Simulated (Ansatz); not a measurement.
A series of calculations on BH4O2F

### Relaxation

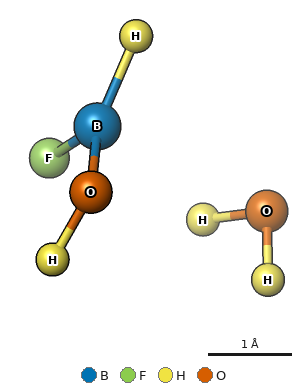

Starting structure of BH4O2F. The picture is a ball-and-stick view, seen from a free direction.

The run prepares an end point of a later path (reaction) calculation, from a guessed geometry.

Computed with Ansatz, RKS PBE0-D4/cc-pVDZ.

The input:
```yaml
crystal:
  periodic: [false, false, false]
  atoms:
    - { symbol: B, position_ang: [0.064833, -0.327828, -0.062931] }
    - { symbol: F, position_ang: [-0.025098, -0.532064, 1.260662] }
    - { symbol: H, position_ang: [1.131665, -0.134061, -0.578805] }
    - { symbol: O, position_ang: [-1.034762, -0.492031, -0.832531] }
    - { symbol: H, position_ang: [-1.807801, -0.716932, -0.298315] }
    - { symbol: O, position_ang: [-0.267753, 2.132691, 0.729196] }
    - { symbol: H, position_ang: [-1.201951, 2.206455, 0.495686] }
    - { symbol: H, position_ang: [-0.282333, 1.55817, 1.527338] }
basis:
  gaussian: { orbitals: cc-pVDZ }
hamiltonian:
  xc: pbe0
  dispersion: d4
relax:
  f_tol: 0.03
  max_steps: 50
output:
  orbitals: {}
```

Command:
```bash
ansatz run input.yaml --threads 1 --pin off --max-ram 2048MiB --backend cpu --events-out ev --progress --plain --runs-dir out
```

Question: Predict the outcome.

Answer: Over 8 geometry steps the energy falls by 1.85 kcal/mol. Largest force component: 0.68 eV/Å at the start, 0.028 eV/Å at the end. The atom that moves furthest after the best rigid fit is O6 (0.36 Å). By element the largest moves are O 0.36 Å, H 0.35 Å, B 0.21 Å, F 0.14 Å. Some distances before and after: B1–O6 2.606 → 2.039 Å, B1–F2 1.342 → 1.372 Å, B1–O4 1.352 → 1.375 Å, O6–H8 0.984 → 0.968 Å.

Step by step:

| step | E − E(0), kcal/mol | largest force component, eV/Å |
| --- | --- | --- |
| 0 | 0.00 | 0.6766 |
| 1 | -0.55 | 0.8257 |
| 2 | -0.58 | 1.6148 |
| 3 | -1.27 | 0.7884 |
| 4 | -1.61 | 0.2093 |
| 5 | -1.74 | 0.1253 |
| 6 | -1.79 | 0.3276 |
| 7 | -1.84 | 0.0834 |
| 8 | -1.85 | 0.0281 |

The structure at the end:

```xyz
8

B     0.0337   -0.1321    0.0050
F     0.0206   -0.6688    1.2677
H     1.0846    0.0494   -0.5491
O    -1.1032   -0.2805   -0.7537
H    -1.8060   -0.6885   -0.2323
O    -0.2056    1.7887    0.6457
H    -1.0765    1.9763    0.2679
H    -0.3708    1.6498    1.5892
```

After the run, drawn alike:

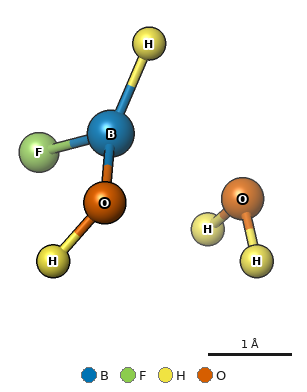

### Relaxation

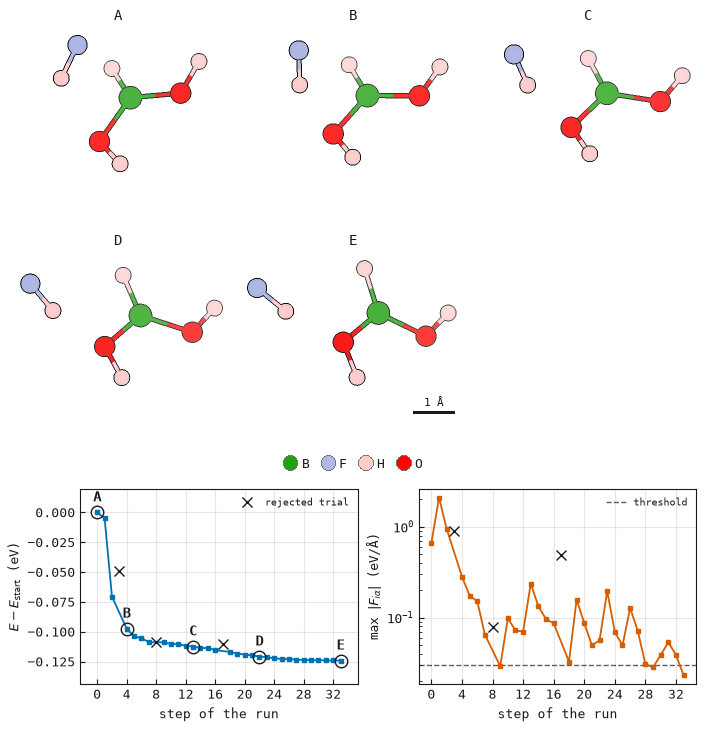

Frames of a relaxation of BH$_{4}$O$_{2}$F, marked on the history of the run. Style: ball-and-stick. Shown from a free direction.

The run prepares an end point of a later path (reaction) calculation, from a guessed geometry.

Theory: RKS PBE0-D4/cc-pVDZ in Ansatz. (no spin polarisation; force threshold 0.03 eV/Å; at most 50 steps)

Question: Describe the path.

Answer: The atom that moves furthest after the best rigid fit is the F atom (1.45 Å). Largest moves by element: F 1.45 Å, H 1.15 Å, O 0.87 Å, B 0.45 Å. Near-neighbour distances that change, for instance: B–O 1.390 → 1.370 Å, F–H 0.925 → 0.937 Å. Bond angles that change, for instance: B–O–H 109.5° → 112.8°. After 30 accepted moves (33 points after the start) the energy has fallen by 0.124 eV. The largest force component goes from 0.66 to 0.023 eV/Å. The line search rejected the trial steps at points 3, 8, 17 of the run. The forces were under the threshold at step 9, but the run went on from there. The run took 100 s on 1 thread of Intel(R) Xeon(R) Platinum 8175M CPU @ 2.50GHz (Skylake/Cascade Lake), on a shared host, peak memory 0.15 GiB. From step 0 to 4: the F atom moves most (0.39 Å), energy −0.097 eV. From step 4 to 13: the F atom moves most (0.51 Å), energy −0.015 eV. From step 13 to 22: the F atom moves most (0.38 Å), energy −0.008 eV. From step 22 to 33: F and H atoms move most (0.31 Å), energy −0.003 eV.

```json
{"step": "0", "E − E(0), eV": "0.0000", "largest force component, eV/Å": "0.6637", "note": ""}
{"step": "1", "E − E(0), eV": "-0.0048", "largest force component, eV/Å": "2.0874", "note": ""}
{"step": "2", "E − E(0), eV": "-0.0705", "largest force component, eV/Å": "0.9441", "note": ""}
{"step": "3", "E − E(0), eV": "-0.0493", "largest force component, eV/Å": "0.8876", "note": "rejected"}
{"step": "4", "E − E(0), eV": "-0.0974", "largest force component, eV/Å": "0.2822", "note": ""}
{"step": "5", "E − E(0), eV": "-0.1039", "largest force component, eV/Å": "0.1742", "note": ""}
{"step": "6", "E − E(0), eV": "-0.1053", "largest force component, eV/Å": "0.1510", "note": ""}
{"step": "7", "E − E(0), eV": "-0.1087", "largest force component, eV/Å": "0.0649", "note": ""}
{"step": "8", "E − E(0), eV": "-0.1087", "largest force component, eV/Å": "0.0795", "note": "rejected"}
{"step": "9", "E − E(0), eV": "-0.1089", "largest force component, eV/Å": "0.0292", "note": ""}
{"step": "10", "E − E(0), eV": "-0.1102", "largest force component, eV/Å": "0.0982", "note": ""}
{"step": "11", "E − E(0), eV": "-0.1104", "largest force component, eV/Å": "0.0722", "note": ""}
{"step": "12", "E − E(0), eV": "-0.1118", "largest force component, eV/Å": "0.0701", "note": ""}
{"step": "14", "E − E(0), eV": "-0.1136", "largest force component, eV/Å": "0.1328", "note": ""}
{"step": "15", "E − E(0), eV": "-0.1136", "largest force component, eV/Å": "0.0960", "note": ""}
{"step": "16", "E − E(0), eV": "-0.1153", "largest force component, eV/Å": "0.0865", "note": ""}
{"step": "17", "E − E(0), eV": "-0.1102", "largest force component, eV/Å": "0.4848", "note": "rejected"}
{"step": "18", "E − E(0), eV": "-0.1169", "largest force component, eV/Å": "0.0328", "note": ""}
{"step": "20", "E − E(0), eV": "-0.1190", "largest force component, eV/Å": "0.0871", "note": ""}
{"step": "21", "E − E(0), eV": "-0.1197", "largest force component, eV/Å": "0.0494", "note": ""}
{"step": "22", "E − E(0), eV": "-0.1208", "largest force component, eV/Å": "0.0563", "note": ""}
{"step": "23", "E − E(0), eV": "-0.1212", "largest force component, eV/Å": "0.1950", "note": ""}
{"step": "25", "E − E(0), eV": "-0.1227", "largest force component, eV/Å": "0.0494", "note": ""}
{"step": "26", "E − E(0), eV": "-0.1227", "largest force component, eV/Å": "0.1275", "note": ""}
{"step": "27", "E − E(0), eV": "-0.1233", "largest force component, eV/Å": "0.0715", "note": ""}
{"step": "28", "E − E(0), eV": "-0.1236", "largest force component, eV/Å": "0.0306", "note": ""}
{"step": "29", "E − E(0), eV": "-0.1236", "largest force component, eV/Å": "0.0284", "note": ""}
{"step": "31", "E − E(0), eV": "-0.1240", "largest force component, eV/Å": "0.0534", "note": ""}
{"step": "32", "E − E(0), eV": "-0.1240", "largest force component, eV/Å": "0.0388", "note": ""}
{"step": "33", "E − E(0), eV": "-0.1241", "largest force component, eV/Å": "0.0231", "note": ""}
```

Limits of the set-up: the start holds two separate molecules, 2.2 Å apart at their closest, whose relative position is a soft coordinate.

### Path

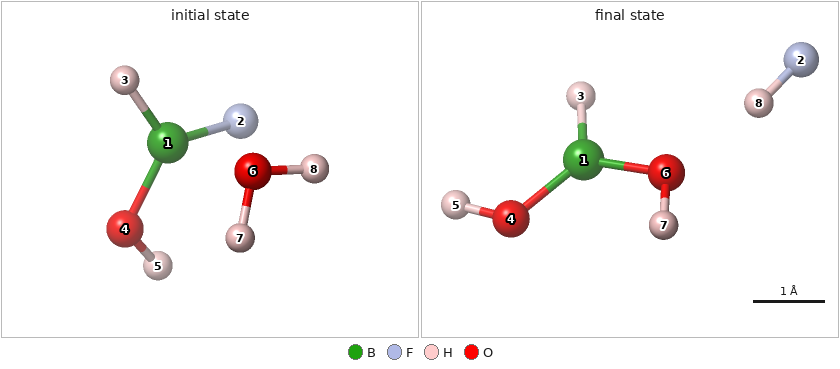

The two relaxed end points of a path for BH4O2F. The picture is a ball-and-stick view, seen from a free direction.

Level of theory: RKS PBE0-D4/cc-pVDZ (Ansatz).

Run with 5 movable images; climbing image; force threshold 0.03 eV/Å; iteration limit 60.

Start:
```xyz
8

B     0.0328   -0.1328    0.0051
F     0.0184   -0.6696    1.2677
H     1.0841    0.0469   -0.5488
O    -1.1042   -0.2793   -0.7540
H    -1.8078   -0.6861   -0.2328
O    -0.2034    1.7883    0.6458
H    -1.0739    1.9774    0.2679
H    -0.3691    1.6496    1.5893
```

End:
```xyz
8

B    -0.5858    0.0792   -0.2223
F     1.2425    1.0025    2.4937
H     0.2757   -0.7454   -0.0620
O    -1.5499    0.0193   -1.1759
H    -1.4774   -0.7690   -1.7238
O    -0.5854    1.1592    0.6207
H    -1.3049    1.7769    0.4372
H     0.5620    1.1715    1.8726
```

> Predict the minimum-energy path and its barrier.

Forward barrier 72.4 kJ/mol, backward barrier 66.7 kJ/mol, with image 2 at the top; the reaction energy is +5.7 kJ/mol. Image 1 lies below both ends, at −0.6 kJ/mol, which points to an intermediate minimum that so few images don't resolve. Breaking: B1–F2 (1.37 → 1.71 at the top → 3.40 Å), O6–H8 (0.97 → 1.21 at the top → 1.70 Å). Forming: B1–O6 (2.04 → 1.52 at the top → 1.37 Å), F2–H8 (2.37 → 1.16 at the top → 0.94 Å). The band converged in 24 iterations. The largest component of the band force went from 9.6 to 0.029 eV/Å. The climbing image converged on the top of the path. Its vibrational analysis gives one imaginary mode (911i cm⁻¹), as a transition state must have.

Energies of the converged images:

```tsv
image	path (Å)	E (kJ/mol)
0	0.00	0.0
1	1.51	-0.6
2	3.02	72.4
3	3.83	11.0
4	4.64	6.9
5	5.46	6.1
6	6.27	5.7
```

The geometry at the top of the path:

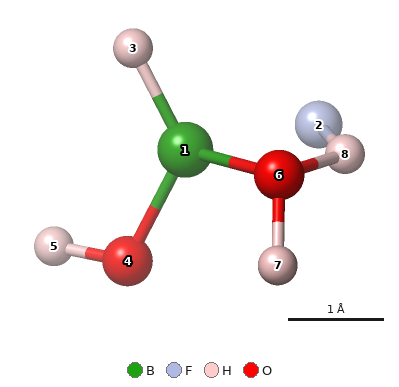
